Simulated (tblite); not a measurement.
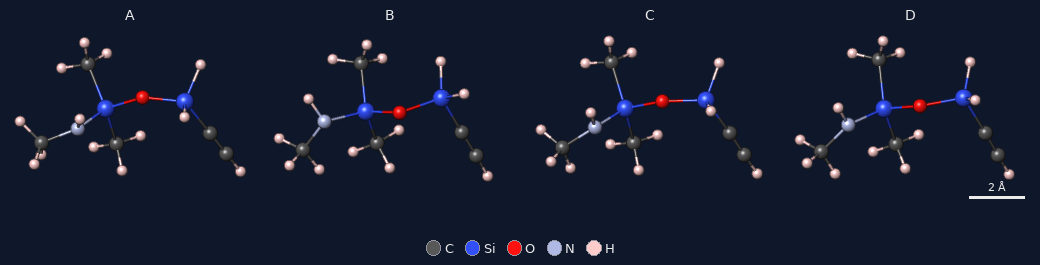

4 geometries from one relaxation of C$_{5}$H$_{13}$NOSi$_{2}$, in shuffled order. Style: ball-and-stick. Shown at a tilt.

Level of theory: GFN2-xTB geometry optimisation, gas phase in tblite 0.8.0. 

Question: Order the frames from highest to lowest energy.

Answer: B, D, C, A. They are steps 0, 28, 64, 145, at +101.4 kJ/mol, +11.9 kJ/mol, +2.97 kJ/mol relative to the last. After 145 geometry steps the energy has fallen by 101.4 kJ/mol. The largest move after the best rigid fit is that of an H atom, 1.53 Å. By element the largest moves are H 1.53 Å, O 0.90 Å, C 0.66 Å, N 0.55 Å, Si 0.37 Å. Near-neighbour distances that change, for instance: Si–Si 2.870 → 3.172 Å, O–Si 1.704 → 1.616 Å, C–Si 1.799 → 1.855 Å, C–Si 1.849 → 1.898 Å. Bond angles that change, for instance: Si–O–Si 114.8° → 155.2°, Si–N–C 113.8° → 123.9°, C–Si–N 106.7° → 116.2°. Groups turn about O–Si by about 85°, O–Si by about 75°, N–Si by about 60°.
